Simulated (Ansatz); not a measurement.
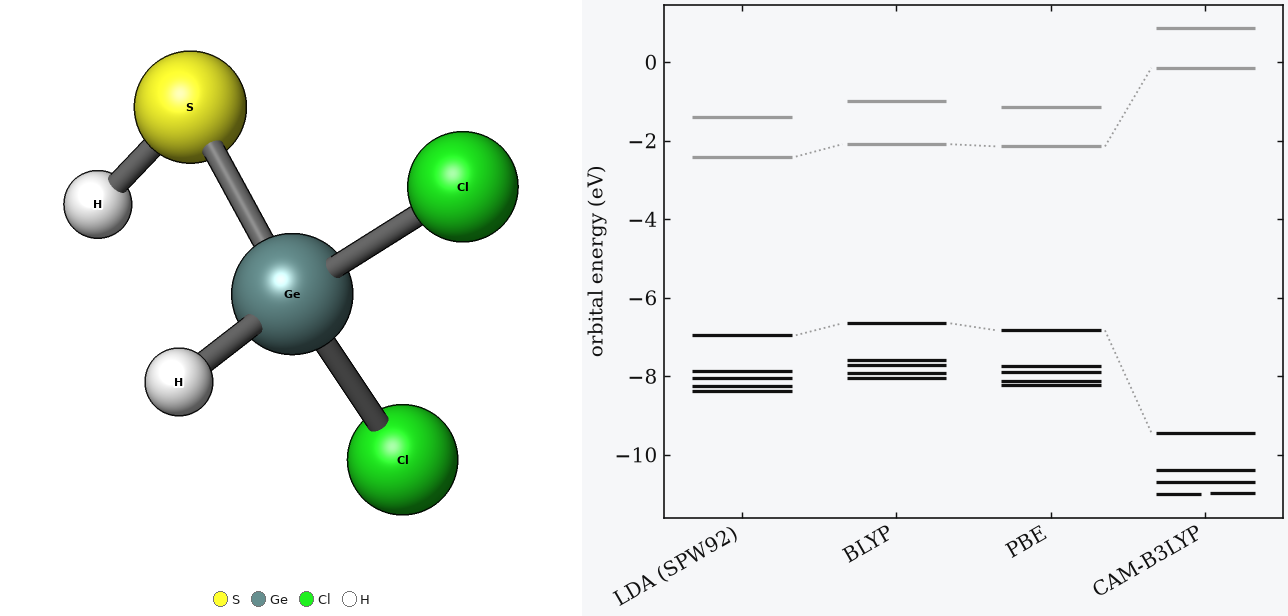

Frontier orbital energies of GeH₂SCl₂, SMILES [SH][GeH]([Cl])[Cl], singlet at one geometry, def2-TZVPP, the Ansatz code, at a PBE0-D4/def2-TZVP geometry (a minimum by its frequencies). Empty levels are grey, levels within 0.1 eV stand side by side; all columns show the same few orbitals around the gap. Dotted lines join the HOMOs and the LUMOs.

### How do the frontier levels move from column to column?

The separation grows from 4.55 eV (LDA (SPW92)) to 9.29 eV (CAM-B3LYP).

```
      level  HOMO (eV)  LUMO (eV)  separation (eV)
LDA (SPW92)      −6.96      −2.41             4.55
       BLYP      −6.65      −2.09             4.56
        PBE      −6.83      −2.15             4.68
  CAM-B3LYP      −9.43      −0.15             9.29
```

Caveats, for all or some of the runs: empty levels above zero depend strongly on the basis; no scalar relativity up to krypton.
